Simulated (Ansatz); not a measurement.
# Sr2SiS4 (P2_1/m): the dielectric response by several routes, part 2 of 2

Wanted: ε∞ of Sr2SiS4 (P2_1/m) from perturbation theory, a sum over states and the RPA step of G0W0, with cost.

Ansatz 0.2.0; linear response on r2SCAN, plane waves, PAW. Known limits of the many-body steps: not at the basis limit; no spin-orbit coupling; coarse k mesh.

So far. Step 2 (Response to a homogeneous field): One over ε∞ averages 0.23, near the quarter of exact exchange in PBE0. Step 3 (Independent-particle spectrum): The sum gives ε∞ = 4.81, 4.72 and 4.89 without local fields.

## 3. Independent-particle spectrum (continued)

Level of this step: independent-particle optics on r2SCAN, plane waves, PAW (Ansatz).

Independent particles, no local fields, Gaussian width 0.2 eV. Table of ε₁ by photon energy:

| photon energy (eV) | xx | yy | zz |
| --- | --- | --- | --- |
| 0.0 | 4.80 | 4.71 | 4.88 |
| 2.5 | 5.40 | 5.31 | 5.50 |
| 5.0 | 9.52 | 8.75 | 8.40 |
| 7.5 | 2.38 | 2.01 | 1.94 |
| 10.0 | -1.10 | -0.990 | -1.41 |
| 12.5 | -0.975 | -0.808 | -1.03 |
| 15.0 | -0.223 | -0.208 | -0.237 |
| 17.5 | 0.286 | 0.336 | 0.310 |
| 20.0 | 0.955 | 0.889 | 0.917 |
| 22.5 | 1.00 | 1.22 | 1.12 |
| 25.0 | -0.0557 | -0.289 | -0.0100 |

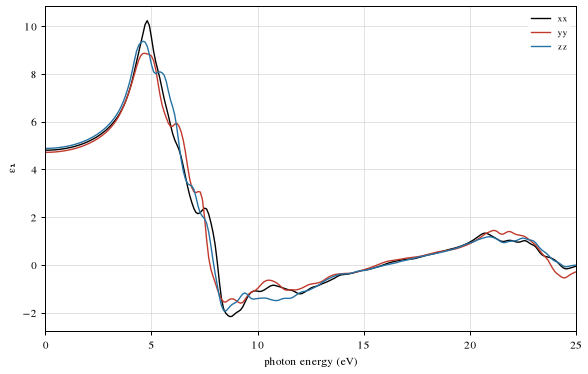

ε₁ against photon energy.

## 4. RPA screening from the G0W0 run

G0W0 replaces the xc potential by the self-energy, built once from these orbitals. Only a window of levels is corrected, while the sums run over the empty bands that the input names.

This step: G0W0 on r2SCAN, plane waves, PAW.

input.yaml reads:

```yaml
crystal:
  lattice:
    - [6.6087392105, 0.0, 0.0]
    - [0.0, 6.65954238, 0.0]
    - [-2.5827482587, 0.0, 7.848229828]
  atoms:
    - { symbol: Sr, position: [0.2836712, 0.75, 0.95180912] }
    - { symbol: Sr, position: [0.7163288, 0.25, 0.04819088] }
    - { symbol: Sr, position: [0.2248299, 0.75, 0.42926377] }
    - { symbol: Sr, position: [0.7751701, 0.25, 0.57073623] }
    - { symbol: Si, position: [0.72130103, 0.75, 0.7968462] }
    - { symbol: Si, position: [0.27869897, 0.25, 0.2031538] }
    - { symbol: S, position: [0.88645343, 0.75, 0.06157594] }
    - { symbol: S, position: [0.11354657, 0.25, 0.93842406] }
    - { symbol: S, position: [0.91690048, 0.75, 0.63566798] }
    - { symbol: S, position: [0.08309952, 0.25, 0.36433202] }
    - { symbol: S, position: [0.51038414, 0.50196672, 0.7372482] }
    - { symbol: S, position: [0.48961586, 0.00196672, 0.2627518] }
    - { symbol: S, position: [0.48961586, 0.49803328, 0.2627518] }
    - { symbol: S, position: [0.51038414, 0.99803328, 0.7372482] }
kpoints:
  mp_grid: { grid: [2, 2, 2] }
hamiltonian:
  xc: r2scan
scf:
  occupations: { method: fixed }
gw:
  n_empty_bands: 904
  ecut_chi: 110.0
  qp_bands: [v4, c4]
  qp_kpoints: band_edges
  screening: { model: contour_deformation }
```

Launch:

```sh
$ ansatz run input.yaml --threads 24 --pin off --max-ram 82944MiB --backend cuda --events-out ev --progress --plain --runs-dir out --devices 1 --max-vram 78GiB
```

Numbers of over 12 decimals in the logs are rounded to 6 here.

The program printed:

```text
GPUs: using 1 of 1 available (devices: 1).
[...]
Crystal: 14 atoms, lattice volume = 345.410 Å³
Basis set: ecut = 500 eV, 8735 PW (Γ), exchange–correlation on 200×200×256 points (64 copies of the dense FFT grid, shifted against one another)
Bands: 62, of which v1, the nominal top of the filled ones, is band 48 counted from 1 (47 counted from 0)
Symmetry: 4 space group operations
[...]
k-points: 8
[...]
1    50      9.5909    -7.8245    -3.9446   -12.4711  0.8097    10.2979    10.2929  root
     1    51      9.6499    -6.3444    -3.8839   -10.7689  0.8170    10.1934    10.1905  root
[...]
7    49      9.9845    -6.7122    -3.9335   -11.2370  0.8129    10.5794    10.5757  root
     7    50      9.9845    -6.7122    -3.9335   -11.2370  0.8129    10.5794    10.5757  root
     7    51     10.0826    -6.2416    -3.9587   -10.7838  0.8140    10.6697    10.6661  root
     7    52     10.0826    -6.2416    -3.9587   -10.7838  0.8140    10.6697    10.6661  root
[key lines of the parts left out:]
SCF converged after 7 iterations
```

The job ended after 11 s (1 × NVIDIA GB200 (shared by 2 runs) with 24 threads of Arm Neoverse V2, shared host; peak memory 4.4 GiB; 45 s of CPU time).

Numbers from this step:

- bands summed: 952
- RPA ε∞ on this mesh (eigenvalues): 3.964, 4.009, 4.295
- plane waves in the screening matrix: 911
- G0W0 gap on the mesh: 4.655 eV
- k of the valence top: 0, 0, 0
- k of the conduction bottom: -0.5, 0, 0
- starting gap on the mesh: 3.399 eV
- least direct G0W0 gap on the computed points: 4.851 eV

The gap on the mesh goes from 3.40 eV to 4.66 eV, a correction of +1.26 eV. Between the two edge states, bare exchange in place of the xc potential would open the gap by 7.02 eV, and correlation takes back 5.76 eV.

Mean over the mesh in bins of 0.25 1/Å. Static inverse dielectric function, diagonal against length of q+G:

| length of q+G (Å⁻¹) | static inverse dielectric function, diagonal |
| --- | --- |
| 0.52 | 0.312 |
| 0.76 | 0.359 |
| 1.02 | 0.425 |
| 1.23 | 0.477 |
| 1.50 | 0.547 |
| 1.76 | 0.609 |
| 2.00 | 0.660 |
| 2.23 | 0.709 |
| 2.49 | 0.755 |
| 2.76 | 0.794 |
| 3.00 | 0.823 |
| 3.26 | 0.850 |
| 3.50 | 0.873 |
| 3.75 | 0.894 |
| 4.00 | 0.912 |
| 4.26 | 0.928 |
| 4.50 | 0.942 |
| 4.76 | 0.954 |
| 5.00 | 0.964 |
| 5.25 | 0.972 |

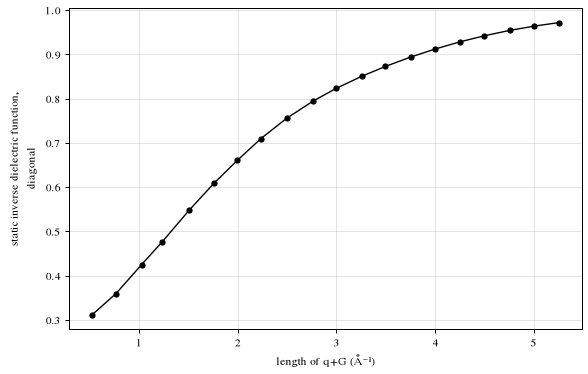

Static inverse dielectric function, diagonal against length of q+G.

## 5. The values together

Times are wall times on 1 × NVIDIA GB200 (shared by 2 runs) with 24 threads of Arm Neoverse V2, shared host, good to a factor of about two.

| method | mesh | ε∞, low | middle | high | mean | time |
| --- | --- | --- | --- | --- | --- | --- |
| perturbation theory (local fields and xc kernel) | 4×4×4 (response on 64 points) | 4.33 | 4.37 | 4.38 | 4.36 | 17 s |
| sum over states (no local fields) | 4×4×4 | 4.72 | 4.81 | 4.89 | 4.81 | 22 s |
| RPA with local fields, on the GW mesh | 2×2×2 | 3.96 | 4.01 | 4.30 | 4.09 | 11 s |

## 6. Results

```yaml
perturbation_theory_local_fields_and_xc_kernel: 4.33, 4.37, 4.38
sum_over_states_no_local_fields: 4.72, 4.81, 4.89
rpa_with_local_fields_on_the_gw_mesh: 3.96, 4.01, 4.30
```

What this shows: Mean Born effective charge: Sr1 2.36, Sr3 2.70, Si5 2.51, S7 -1.93, S9 -2.01, S11 -1.82 e. The most distinct maxima of the ε₂ (xx) lie at 6.6, 8.1 and 23.2 eV, the highest at 8.1 eV. The loss function (xx) has its highest peak at 16.1 eV. The sum without local fields gives 4.81 in the mean against 4.36 by perturbation theory; local fields lower ε∞ and the xc kernel gives part of it back, though the sum also carries the error of its own mesh. The RPA values on the 2×2×2 mesh average 0.94 times those of perturbation theory (means 4.09 and 4.36). Without the xc kernel RPA should lie a little lower, as the mean does. r2SCAN usually puts the gap too low, which tends to raise ε∞. Ions are clamped, so the lattice part of the static constant is not in these numbers.

[Paths, hosts, dates, memory and timing lines, banners, echoed tables and standing remarks are left out of the program output.]

[Logs are printed without paths, hosts, clocks, repeated set-up lines and the standing remarks that a program may print on its own settings, such as how far it seeks lower states.]

[Runs of the session that timed out or met a known fault of the program may be left out.]

[Cells called generated may have been cut or substituted from an entry of the Crystallography Open Database or the Materials Project.]

[Hosts, paths, dates, database ids (printed as entryN), source tags and the programs' standing remarks are cut or masked in the printed files.]
